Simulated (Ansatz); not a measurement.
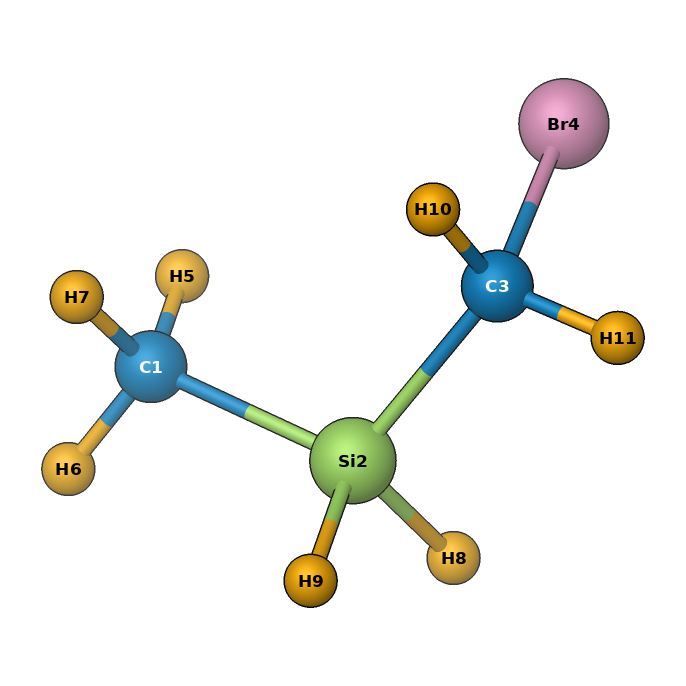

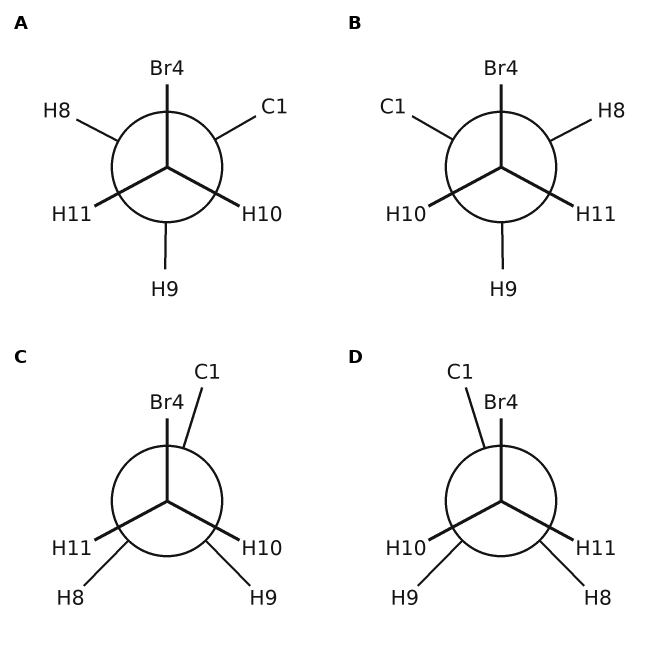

Depth is shown by fading: the farther an atom, the more it takes the colour of the background. Bonds that would overlap in a projection are set slightly apart. Computed geometry: PBE0-D4/def2-TZVP optimisation. No frequency run is at hand to confirm it as a minimum.

> Which Newman projection shows the view along C3–Si2, with C3 in front?

B. The torsion angle Br4–C3–Si2–C1 is −60°, synclinal (gauche).
